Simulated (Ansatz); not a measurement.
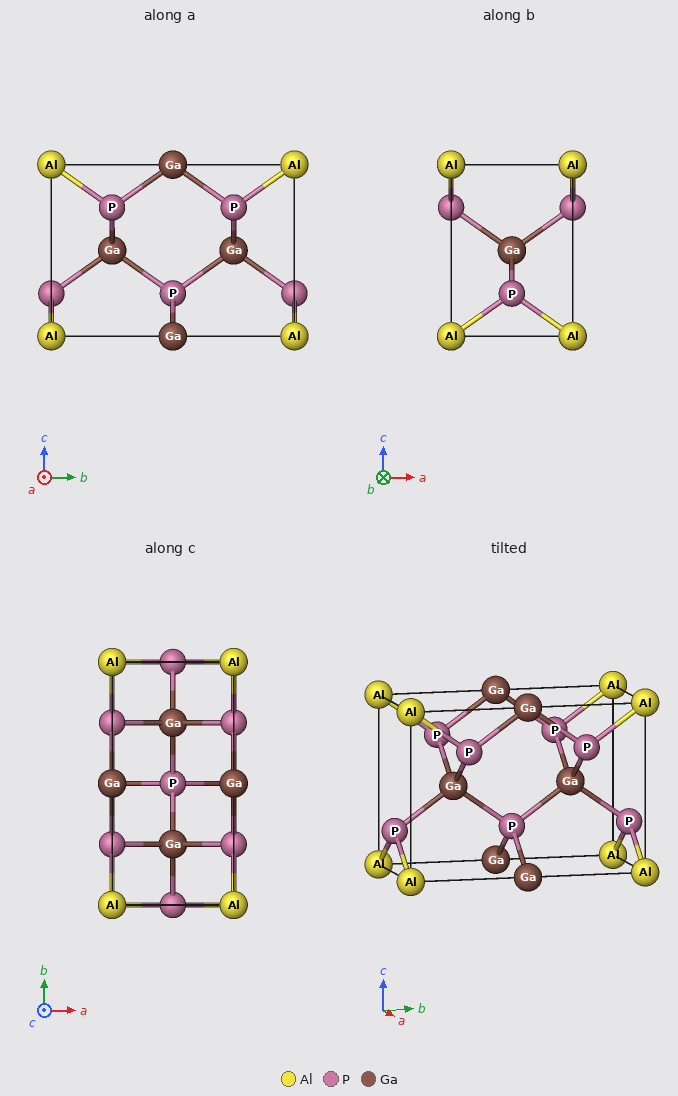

This ball-and-stick model is shown along the a axis, along the b axis, along the c axis and slightly off an axis. One conventional unit cell is outlined, and atoms on its boundary appear in each equivalent place.

Lattice parameters: a = 3.8975 Å, b = 7.7889 Å, c = 5.5021 Å, α = 90.000°, β = 90.000°, γ = 90.000°.

**Give the structure in the form of a CIF with its space group and independent sites, with free fractional coordinates to two decimals.**

```cif
data_structure
_symmetry_space_group_name_H-M 'P m m 2'
_symmetry_Int_Tables_number 25
_cell_length_a 3.8975
_cell_length_b 7.7889
_cell_length_c 5.5021
_cell_angle_alpha 90.000
_cell_angle_beta 90.000
_cell_angle_gamma 90.000
_cell_volume 167.03
loop_
_atom_site_label
_atom_site_type_symbol
_atom_site_symmetry_multiplicity
_atom_site_Wyckoff_symbol
_atom_site_fract_x
_atom_site_fract_y
_atom_site_fract_z
_atom_site_occupancy
Al1 Al 1 a 0.00 0.00 0.00 1
P1 P 1 c 0.50 0.00 0.25 1
Ga1 Ga 2 h 0.50 0.25 0.50 1
P2 P 2 g 0.00 0.25 0.75 1
Ga2 Ga 1 b 0.00 0.50 0.00 1
P3 P 1 d 0.50 0.50 0.25 1
```

Provenance: a structure type filled with these elements by a generator (whether the compound takes this form wasn't checked). The final geometry of a relaxation with DFT, PBE, plane waves, PAW (Ansatz 0.2.0) is shown.
